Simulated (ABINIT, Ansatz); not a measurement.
# Quasiparticle gap of ScHO2 (P6_3/mmc) in ABINIT, part 3 of 3

How does a plane-wave GW calculation on ScHO2 (P6_3/mmc) run from the first input to the gap?

ABINIT 10.8.3; PBEsol and many-body steps on it, plane waves. Known limits of the many-body steps: not at the basis limit; coarse k mesh.

So far. Step 4 (Empty states on the mesh, 3×3×1 mesh, 171 bands): On this mesh the gap is 4.026 eV. The earlier step found 3.692 eV, so this mesh misses an edge. Step 5 (Screening, 3×3×1 mesh, 157 bands, screening to 176.9 eV): Local fields lower ε∞ by 8 %. On a Γ-centred mesh this coarse the value itself is usually too large, while a short band sum pulls it down.

## Step 6: Self-energy, 3×3×1 mesh, 157 bands, screening to 176.9 eV

The self-energy is evaluated for the states that the input lists, and the levels follow from it, in one-shot runs by the linearised quasiparticle equation.

This step: G0W0 on PBEsol, plane waves, norm-conserving pseudopotentials.

The input, run.abi:

```
acell 3*1.0 Angstrom
rprim 
  3.233532062406 -0.000000000001 0.000000000000
  -1.616766031202 2.800320909996 0.000000000000
  0.000000000000 0.000000000000 9.062126000000
ntypat 3
znucl 21 1 8
natom 8
typat 1 1 2 2 3 3 3 3
xred 
  0.000000000000 0.000000000000 0.500000000000
  0.000000000000 0.000000000000 0.000000000000
  0.666666666667 0.333333333333 0.750000000000
  0.333333333333 0.666666666667 0.250000000000
  0.666666666667 0.333333333333 0.615588000000
  0.666666666667 0.333333333333 0.884412000000
  0.333333333333 0.666666666667 0.115588000000
  0.333333333333 0.666666666667 0.384412000000
pp_dirpath "pseudos"
pseudos "Sc.upf, H.upf, O.upf"
ecut 36
ngkpt 3 3 1
nshiftk 1
shiftk 0 0 0
kptopt 1
chksymbreak 0
istwfk *1
occopt 1
irdwfk 1
optdriver 4
nband 157
gwcalctyp 0
ecutsigx 36
symsigma 1
nkptgw 2
kptgw 
  0.0000000000 0.0000000000 0.0000000000
  0.3333333333 0.0000000000 0.0000000000
bdgw 
  23 27
  23 26
ecuteps 6.5
irdscr 1
ppmodel 1
indata_prefix "in"
outdata_prefix "out"
tmpdata_prefix "tmp"
```

On the command line:

```sh
$ OMP_NUM_THREADS=1 mpirun -n 4 abinit run.abi > log
```

Numbers of over 12 decimals in the logs are rounded to 6 here.

The log of the run:

```text
.Version 10.8.3 of ABINIT. v10.8.2 released Aug 2026.

 Symmetries : space group P6_3/m m c (#194); Bravais hP (primitive hexag.)
[... echo of the input left out ...]
== DATASET  1 ==================================================================
-   mpi_nproc: 4, omp_nthreads: 1 (-1 if OMP is not activated)

--- !DatasetInfo
iteration_state: {dtset: 1, }
dimensions: {natom: 8, nkpt: 3, mband: 157, nsppol: 1, nspinor: 1, nspden: 1, mpw: 5730, }
cutoff_energies: {ecut:  36.0, pawecutdg:  -1.0, }
electrons: {nelect:   4.80000000E+01, charge:   0.00000000E+00, occopt:   1.00000000E+00, tsmear:   1.00000000E-02, }

 SIGMA: Calculation of the GW corrections

 Based on a program developped by R.W. Godby, V. Olevano, G. Onida, and L. Reining.
 Incorporated in ABINIT by V. Olevano, G.-M. Rignanese, and M. Torrent.
.Using double precision arithmetic ; gwpc =  8

[... cell and pseudopotentials left out ...]
--------------------------------------------------------------------------------

 ==== K-mesh for the wavefunctions ====
 Number of points in the irreducible wedge :     3
[... list of points left out ...]
 Together with 24 symmetry operations and time-reversal symmetry
 yields     9 points in the full Brillouin Zone.

 ==== Q-mesh for screening function ====
 Number of points in the irreducible wedge :     3
[... list of points left out ...]
 Together with 24 symmetry operations and time-reversal symmetry
 yields     9 points in the full Brillouin Zone.

 vcoul_init : cutoff-mode = AUXILIARY_FUNCTION
 q-points for optical limit:   1
     1)      0.000010    0.000020    0.000030
 setmesh: FFT mesh size selected  =    30x   30x   96
          total number of points  =        86400

 Number of electrons calculated from density =   48.0000; Expected =   48.0000
 average of density, n =  0.086682
 r_s =    1.4017
 omega_plasma =   28.4001 [eV]

 === KS Band Gaps ===
  >>>> For spin  1
   Minimum direct gap =   4.0817 [eV], located at k-point      :   0.3333  0.0000  0.0000
   Fundamental gap    =   4.0254 [eV], Top of valence bands at :   0.0000  0.0000  0.0000
                                       Bottom of conduction at :   0.3333  0.0000  0.0000
 SIGMA fundamental parameters:
 PLASMON POLE MODEL  1
 number of plane-waves for SigmaX                 5717
 number of plane-waves for SigmaC and W            451
 number of plane-waves for wavefunctions          5717
 number of bands                                   157
 number of independent spin polarizations            1
 number of spinorial components                      1
 number of k-points in IBZ                           3
 number of q-points in IBZ                           3
 number of symmetry operations                      24
 number of k-points in BZ                            9
 number of q-points in BZ                            9
 number of frequencies for dSigma/dE                 9
 frequency step for dSigma/dE [eV]                0.25
 number of omega for Sigma on real axis              0
 max omega for Sigma on real axis  [eV]           0.00
 zcut for avoiding poles [eV]                     0.10

 EPSILON^-1 parameters (SCR file):
 dimension of the eps^-1 matrix on file            451
 dimension of the eps^-1 matrix used               451
 number of plane-waves for wavefunctions          5717
 number of bands                                   157
 number of q-points in IBZ                           3
 number of frequencies                               2
 number of real frequencies                          1
 number of imag frequencies                          1

 matrix elements of self-energy operator (all in [eV])

 Perturbative Calculation

--- !SelfEnergy_ee
iteration_state: {dtset: 1, }
kpoint     : [   0.000,    0.000,    0.000, ]
spin       : 1
KS_gap     :    4.673
QP_gap     :    7.139
Delta_QP_KS:    2.466
data: !SigmaeeData |
     Band     E0 <VxcDFT>   SigX SigC(E0)      Z dSigC/dE  Sig(E)    E-E0       E
       23   3.065 -19.959 -25.481   4.733   0.783  -0.278 -20.576  -0.618   2.447
       24   3.065 -19.959 -25.481   4.733   0.783  -0.278 -20.576  -0.618   2.447
       25   7.738 -15.155  -7.946  -4.941   0.815  -0.227 -13.307   1.848   9.586
       26   7.937 -17.697  -9.444  -5.349   0.805  -0.242 -15.358   2.339  10.276
       27   7.937 -17.697  -9.444  -5.349   0.805  -0.242 -15.358   2.339  10.276

--- !SelfEnergy_ee
iteration_state: {dtset: 1, }
kpoint     : [   0.333,    0.000,    0.000, ]
spin       : 1
KS_gap     :    4.082
QP_gap     :    6.605
Delta_QP_KS:    2.523
data: !SigmaeeData |
     Band     E0 <VxcDFT>   SigX SigC(E0)      Z dSigC/dE  Sig(E)    E-E0       E
       23   2.466 -19.323 -24.863   4.649   0.783  -0.277 -20.021  -0.698   1.769
       24   3.009 -20.095 -25.293   4.497   0.786  -0.272 -20.646  -0.550   2.458
       25   7.090 -15.846  -8.551  -4.878   0.816  -0.225 -13.873   1.972   9.063
       26   7.838 -17.582 -10.046  -4.851   0.806  -0.241 -15.419   2.164  10.002

== END DATASET(S) ==============================================================
================================================================================

 -outvars: echo values of variables after computation  --------
           etotal      0.0000000000E+00
            nband         157
             nkpt           3
          spgroup         194
 [... the other variables as echoed above ...]

 Calculation completed.
```

It took 20 s on 4 MPI ranks of Arm Neoverse V1, shared host; peak memory 0.88 GiB; 81 s of CPU time.

Numbers from this step:

```
G0W0 gap on the points computed              : 6.605 eV
starting gap on the mesh                     : 4.026 eV
k of the valence top                         : 0.3333, 0, 0
k of the conduction bottom                   : 0.3333, 0, 0
Z at the valence top                         : 0.786
Z at the conduction bottom                   : 0.816
least direct G0W0 gap on the computed points : 6.605 eV
```

The gap on the mesh goes from 4.03 eV to 6.61 eV, a correction of +2.58 eV. The start differs from the 3.69 eV found before because the two sample other k points.

Limits: finite bands, cutoff and mesh; coarse k mesh. v1 is the top filled band, c1 the lowest empty one. The levels before and after the correction (eV, zero at the valence-band top of each column):

|  | conduction bottom | valence top |
| --- | --- | --- |
| Kohn-Sham | 4.03 | 0.00 |
| G0W0 | 6.61 | 0.00 |

|  | level | energy (eV) |
| --- | --- | --- |
| Kohn-Sham | (0.333 0 0) v2 | -0.599 |
| Kohn-Sham | (0.333 0 0) v1 | -0.056 |
| Kohn-Sham | (0.333 0 0) c1 | 4.026 |
| Kohn-Sham | (0.333 0 0) c2 | 4.773 |
| G0W0 | (0.333 0 0) v2 | -0.689 |
| G0W0 | (0.333 0 0) v1 | 0.000 |
| G0W0 | (0.333 0 0) c1 | 6.605 |
| G0W0 | (0.333 0 0) c2 | 7.544 |

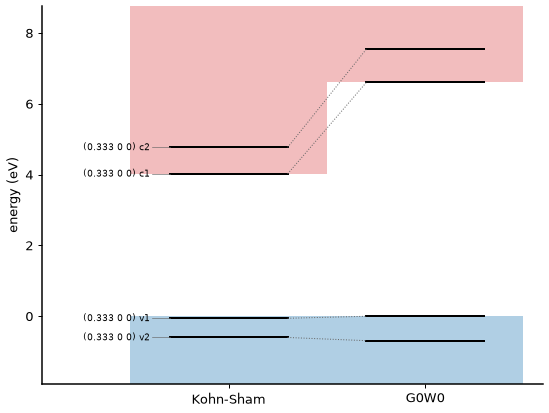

Levels before and after the correction. Shaded: valence and conduction bands.

## Step 7: Where the time went

Times are wall times on 4 MPI ranks of Arm Neoverse V1, shared host, good to a factor of about two.

| step | time | share | memory (GiB) |
| --- | --- | --- | --- |
| ground state | 41 s | 19 % | 0.38 |
| bands along the symmetry lines | 68 s | 31 % | 0.39 |
| empty states on the mesh | 56 s | 25 % | 0.36 |
| screening | 35 s | 16 % | 0.99 |
| self-energy | 20 s | 9 % | 0.88 |

## Step 8: Results

* PBEsol gap: 3.69 eV, indirect
* G0W0 gap on the mesh: 6.61 eV
* G0W0 gap over the zone (rigid shift): 6.27 eV
* GW settings: 3×3×1 mesh, 157 bands, screening to 176.9 eV, Godby-Needs plasmon pole
* known limits: not at the basis limit; coarse k mesh

G0W0 moves the gap on the mesh from 4.03 eV to 6.61 eV (+2.58 eV), with Z of 0.79 and 0.82 at the edges. The mesh misses the band edges by 0.33 eV in all; a rigid shift gives 6.27 eV for the zone. Local fields lower the RPA ε∞ on this mesh from 4.45 to 4.11; a Γ-centred mesh this coarse tends to raise both, most where the direct gap is narrow, while a short band sum lowers them. Only 2 of the mesh's irreducible points were corrected, so a valley elsewhere could overtake. Bands and cutoff are finite, so the gap is not at the basis limit. The miss can reach some tenths of an eV and take either sign; the mesh is an error of its own. In the G0W0 run levels were corrected at 2 k points alone, so a gap called «on the mesh» is the least over those, and an edge elsewhere would be missed. A denser mesh or path gives a starting gap of 3.69 eV: the GW mesh misses a band edge, so its gaps are not the fundamental one. The 3×3×1 mesh is coarse for this cell, which bears on the long-range parts of exchange and screening.

[Paths, hosts, dates, memory and timing lines, banners, echoed tables and standing remarks are left out of the program output.]

[Logs are printed without paths, hosts, clocks, repeated set-up lines and the standing remarks that a program may print on its own settings, such as how far it seeks lower states.]

[Runs of the session that timed out or met a known fault of the program may be left out.]

[Hosts, paths, dates, database ids (printed as entryN), source tags and the programs' standing remarks are cut or masked in the printed files.]

[G0W0 gaps are taken among the corrected bands and points alone; a level outside them can change the order at an edge.]

[Where Ansatz stands beside ABINIT at settings called matched, ABINIT's density can come from a denser mesh and the files from another edition; pairs whose starting gaps differed by over 0.03 eV were left out, so agreement reads better than it is.]
